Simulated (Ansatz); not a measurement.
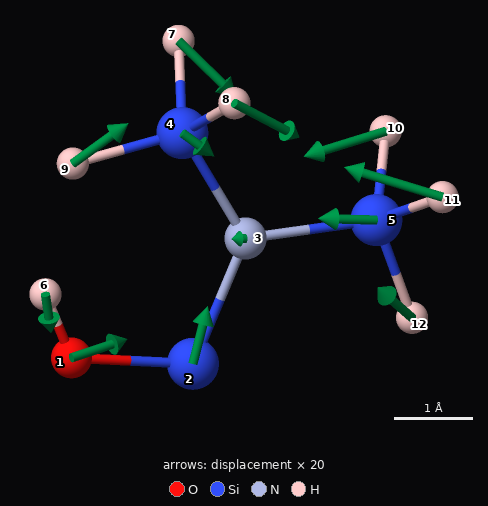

This is a relaxation of Si3NH7O. The starting structure is drawn; green arrows show the displacements, 20 times their true length. The two geometries are superimposed by the best rigid fit.

Style: ball-and-stick. Shown at a tilt.

The start comes from PBE-D4/def2-SVP.

Method: RKS PBE0-D4/def2-TZVP in Ansatz. (force threshold 0.005 eV/Å; at most 150 steps)

Atoms of which element are displaced furthest, and by how much?

Hydrogen: up to 0.067 Å, against 0.044 Å for oxygen.

What happened in the run?

The largest move after the best rigid fit is that of H11, 0.067 Å. Largest moves by element: H 0.067 Å, O 0.044 Å, Si 0.040 Å, N 0.010 Å. Some distances before and after: Si2–N3 1.800 → 1.759 Å, O1–Si2 1.679 → 1.645 Å, N3–Si4 1.773 → 1.742 Å, N3–Si5 1.782 → 1.752 Å. The energy falls by 8.54 kJ/mol in 6 accepted moves (7 points after the start). Largest force component: 0.86 eV/Å at the start, 0.0025 eV/Å at the end. The line search rejected the trial step at point 4 of the run.
